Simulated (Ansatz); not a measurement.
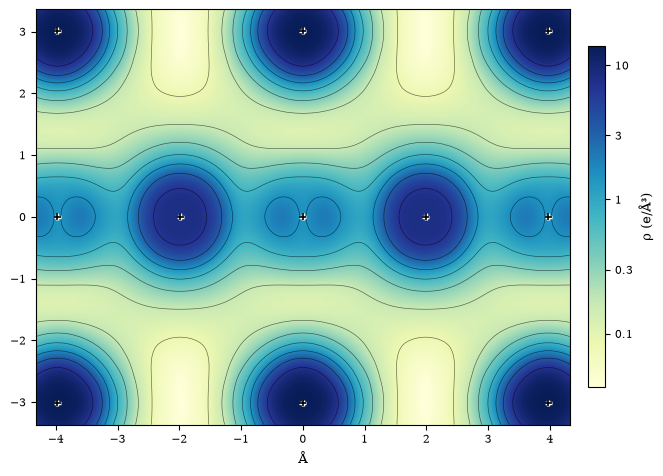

The valence pseudo-density on a plane through atoms (crosses mark nuclei in the plane).

All numbers below come from Ansatz, DFT PBE, scalar-relativistic, plane waves, PAW.

Candidates:
A. OsPdC5, a = 4.26 Å, b = 4.26 Å, c = 3.97 Å, α = 90.00°, β = 90.00°, γ = 90.00°. Space group P4/mmm; a structure generated by program, which may or may not match a known phase; computed without spin polarisation.
B. ScAl3P2, a = 4.88 Å, b = 4.88 Å, c = 5.23 Å, α = 90.00°, β = 90.00°, γ = 90.00°. Space group P4/mmm; a structure generated by program, which may or may not match a known phase.
C. Ir2Ru3, a = 2.71 Å, b = 2.71 Å, c = 33.23 Å, α = 90.00°, β = 90.00°, γ = 120.00°. Space group R-3m; a structure generated by program, which may or may not match a known phase; computed without spin polarisation.

Which candidate gave the map?

Answer. Candidate A: OsPdC5 on the (110) plane of the conventional cell, which holds Pd, Os and C. Os–C (1.99 Å): ρ at the midpoint is about 1.1 e/Å³.
